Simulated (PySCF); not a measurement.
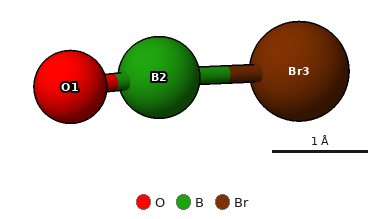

Fig. 1: The structure as given in the input (ball-and-stick view, seen at a tilt; atoms are numbered from 1 in the order of the input).

# Geometry relaxation of BBrO

BBrO (Bromine Oxoborane), SMILES O=BBr, computed with PBE0-D3(BJ)/def2-SVP geometry optimisation, gas phase (PySCF 2.14.0).

**Log**
```
step   0  E = -2673.48311870  max force = 0.230543
step   1  E = -2673.50434308  max force = 0.042461
step   2  E = -2673.50506529  max force = 0.010951
step   3  E = -2673.50512787  max force = 0.000575
step   4  E = -2673.50513023  max force = 0.000458
step   5  E = -2673.50513150  max force = 0.000341
optimisation converged
```

**Trajectory as extended XYZ (Å, eV, eV/Å), 6 frames, from step=0 to step=5**
```
3
Properties=species:S:1:pos:R:3:forces:R:3 step=0 energy=-72749.18116
O    -1.3242    0.0449    0.0001  -11.8550  -0.3656   0.1519
B    -0.2143    0.0911   -0.0154    9.3064   0.3130  -0.1222
Br    1.5451    0.0720   -0.0297    2.5486   0.0526  -0.0297
3
Properties=species:S:1:pos:R:3:forces:R:3 step=1 energy=-72749.75871
O    -1.4031    0.0495    0.0004   -1.9541   0.0096   0.0171
B    -0.2192    0.0827   -0.0144    2.1834  -0.0512  -0.0147
Br    1.6288    0.0759   -0.0309   -0.2293   0.0416  -0.0024
3
Properties=species:S:1:pos:R:3:forces:R:3 step=2 energy=-72749.77836
O    -1.4105    0.0533   -0.0001   -0.4982   0.0274   0.0015
B    -0.2116    0.0767   -0.0138    0.5631  -0.0516   0.0005
Br    1.6287    0.0781   -0.0311   -0.0649   0.0242  -0.0019
3
Properties=species:S:1:pos:R:3:forces:R:3 step=3 energy=-72749.78006
O    -1.4130    0.0561   -0.0005   -0.0132   0.0178  -0.0020
B    -0.2088    0.0722   -0.0134    0.0119  -0.0295   0.0031
Br    1.6284    0.0799   -0.0311    0.0014   0.0118  -0.0012
3
Properties=species:S:1:pos:R:3:forces:R:3 step=4 energy=-72749.78013
O    -1.4133    0.0572   -0.0007    0.0209   0.0105  -0.0015
B    -0.2087    0.0703   -0.0132   -0.0236  -0.0172   0.0021
Br    1.6285    0.0806   -0.0311    0.0026   0.0067  -0.0006
3
Properties=species:S:1:pos:R:3:forces:R:3 step=5 energy=-72749.78016
O    -1.4133    0.0586   -0.0011    0.0171   0.0016  -0.0004
B    -0.2087    0.0681   -0.0130   -0.0175  -0.0023   0.0004
Br    1.6286    0.0814   -0.0309    0.0004   0.0008   0.0000
```

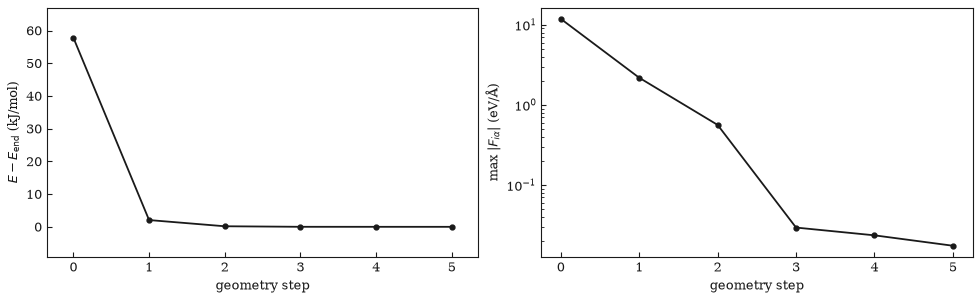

Fig. 2: Progress of the relaxation, step by step (steps are counted from 0).

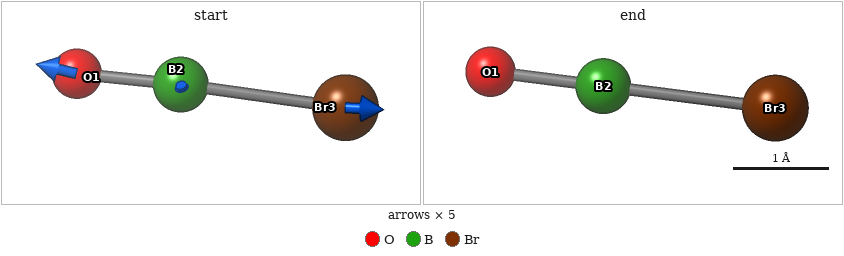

Fig. 3: Before (left) and after (right) the relaxation, at one scale (ball-and-stick view, seen at a tilt). The blue arrows give the displacements, magnified 5 times. The energy falls by 57.8 kJ/mol in 5 geometry steps. The largest force component goes from 12 to 0.018 eV/Å. The largest move after the best rigid fit is that of O1, 0.090 Å. By element the largest moves are O 0.090 Å, Br 0.084 Å, B 0.024 Å. Among the contacts that change: O1–B2 1.111 → 1.205 Å, B2–Br3 1.760 → 1.837 Å. Among the angles that change: O1–B2–Br3 177.0° → 180.0°. (Atoms are counted from 1 in the order of the input.)

The run was set up as follows.

**Input**
```
{"job": {"xc": "PBE0", "basis": "def2-SVP", "d3": "d3bj", "grid": 1, "shake": 0.03, "kind": "geom"}, "charge": 0, "multiplicity": 1}
O     -1.324190     0.044950     0.000140
B     -0.214290     0.091130    -0.015430
Br     1.545050     0.072040    -0.029710
```

The first line tells a small driver script what to run in PySCF; the rest is the geometry in Å.

Launch command:
```bash
OMP_NUM_THREADS=1 python <driver script> task.json out
```

**Summary**

```json
{"quantity": "outcome", "value": "converged"}
{"quantity": "total energy", "value": "−2673.505132 hartree"}
{"quantity": "dipole moment", "value": "2.68 D"}
{"quantity": "point group", "value": "Cinfv"}
{"quantity": "hardware", "value": "1 CPU thread, shared host"}
{"quantity": "wall time", "value": "6.1 s"}
{"quantity": "peak memory", "value": "0.27 GiB"}
```
